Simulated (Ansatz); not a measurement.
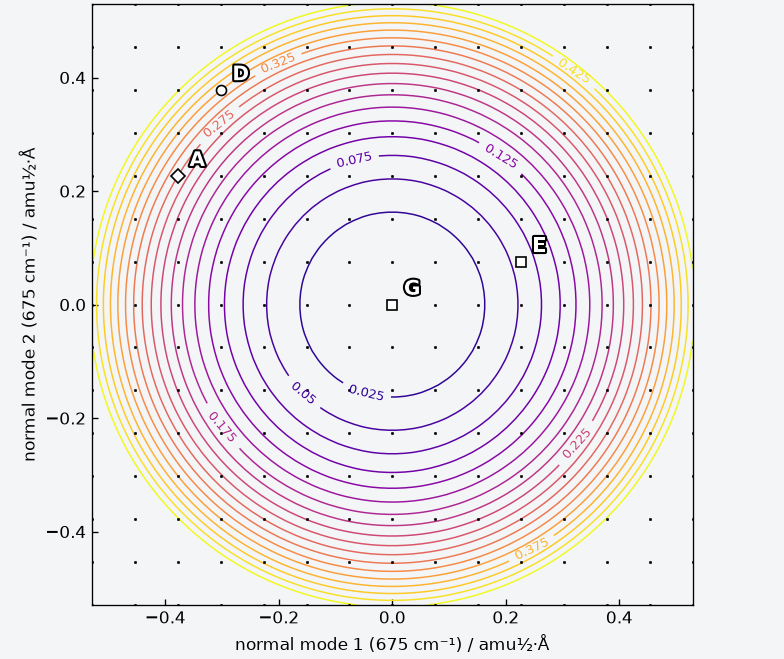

CH2N, SMILES C#[NH+], charge +1. The first coordinate is: normal mode 1 (675 cm⁻¹); the second: normal mode 2 (675 cm⁻¹). Nothing is relaxed (straight displacements along the two mass-weighted modes). Grid: 15 × 15 points; 34 points were computed and 191 follow by symmetry. Points are written as (first, second). All energies are given in eV relative to the lowest grid point. Computed with RKS B3LYP-D4/def2-TZVP (Ansatz 0.2.0).

The picture shows contour lines labelled in eV (none above 0.45), dots at the grid points, lettered points. Between grid points the surface is interpolated.

Is G the lowest point of the computed grid?

Yes. G, at (0.000 amu½·Å, 0.000 amu½·Å), has the lowest energy of the grid.

What kind of point is each of A, D, E, G: minimum, saddle, maximum or slope?

A: on a slope; D: on a slope; E: on a slope; G: minimum. (In these two coordinates alone; a stationary point may lie a little off the grid point.)
